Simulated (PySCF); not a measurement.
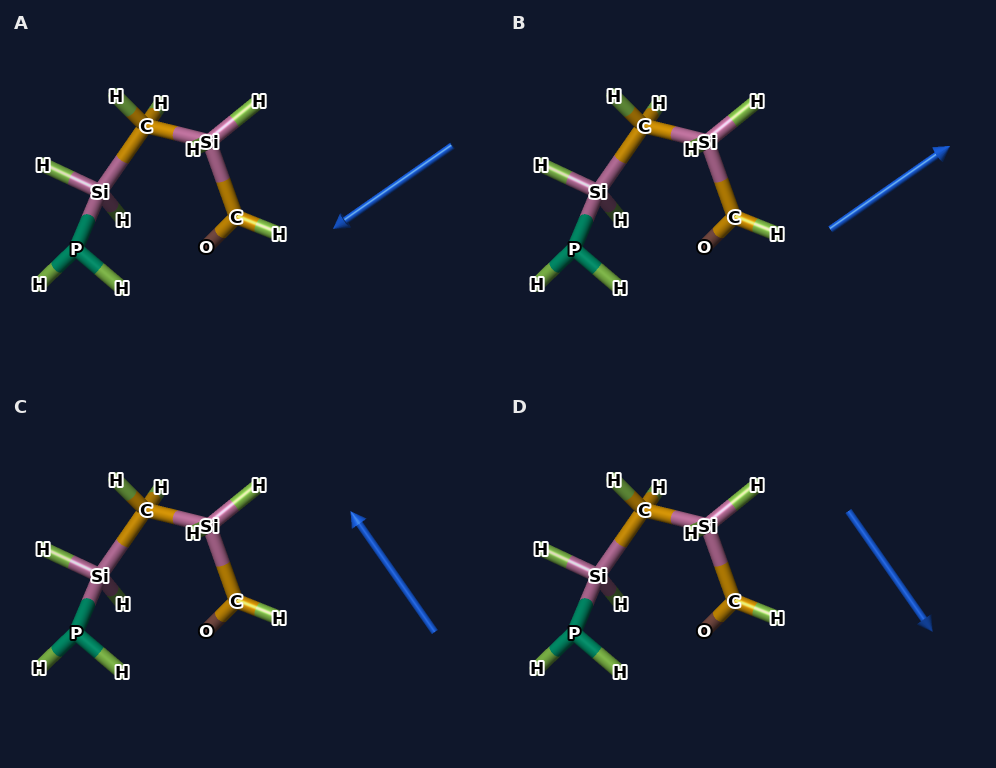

The same molecule four times, each with an arrow. The geometry was computed by an optimisation with GFN2-xTB. No frequency run is at hand to confirm it as a minimum. Method: PBE0/pcSseg-1, gas phase (PySCF 2.14.0).

Question: Which arrow points along the dipole moment, from the negative to the positive end?

Answer: B. The dipole moment is 2.51 D.

The geometry is semi-empirical. Around P, Si such bond lengths and angles can be off by a tenth of an ångström or more and by several degrees, and values that hang on the shape move with them.
